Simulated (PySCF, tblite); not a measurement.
Coordinates of C₄H₁₀O₂Si, SMILES CC[C@H]1CO[SiH2]O1 (Å):

```xyz
17

C      2.3240     0.3944     0.2354
C      1.1789    -0.6044     0.1260
C     -0.0504     0.0198    -0.5296
C     -1.1954    -1.0069    -0.7212
O     -2.3964    -0.4280    -0.3064
Si    -2.1601     0.9692     0.5185
O     -0.5485     1.0644     0.2664
H      1.9942     1.2708     0.7871
H      2.6499     0.7104    -0.7531
H      3.1692    -0.0520     0.7533
H      1.4863    -1.4694    -0.4658
H      0.8970    -0.9487     1.1230
H      0.2304     0.4510    -1.5000
H     -1.0058    -1.8997    -0.1144
H     -1.2918    -1.3055    -1.7686
H     -2.4134     0.8080     1.9420
H     -2.8751     2.0387    -0.1570
```

GIAO shifts, PBE0/pcSseg-1 in PySCF 2.14.0, at a GFN2-xTB geometry (a minimum by its frequencies), against TMS for ²⁹Si and H₂O for ¹⁷O computed at the same level (¹⁷O: a single water molecule, while the usual scale starts at liquid water and gives values some tens of ppm lower). Gas phase, fully decoupled, line heights follow the number of nuclei, widths are arbitrary (no quadrupolar broadening); values of one conformer, averaged over methyl-type rotors and exact or near symmetry; other conformers aren't averaged in.

Predict the ²⁹Si spectrum.

1 signal.


| δ (ppm) | nuclei | atoms |
| --- | --- | --- |
| −2.6 | 1 | Si6 |

Predict the ¹⁷O spectrum.

2 signals.


```csv
δ (ppm),nuclei,atoms
51.9,1,O7
32.7,1,O5
```

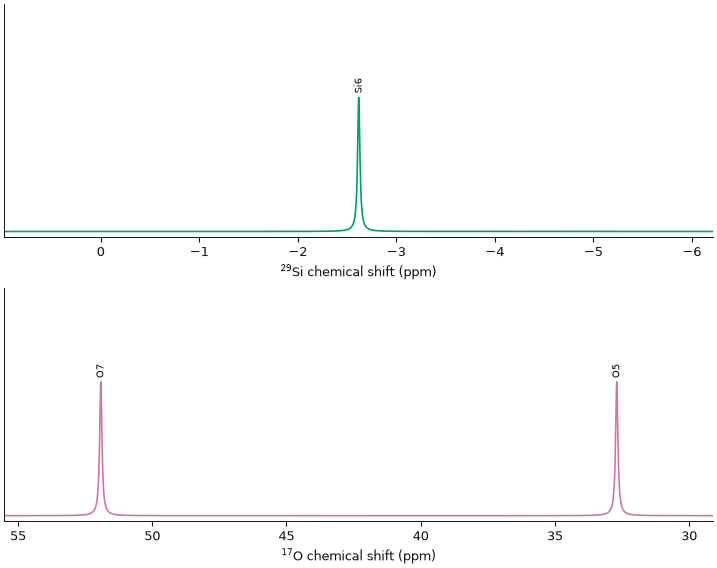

Caveats: the tight-binding geometry is rougher than a DFT one and adds to the error.
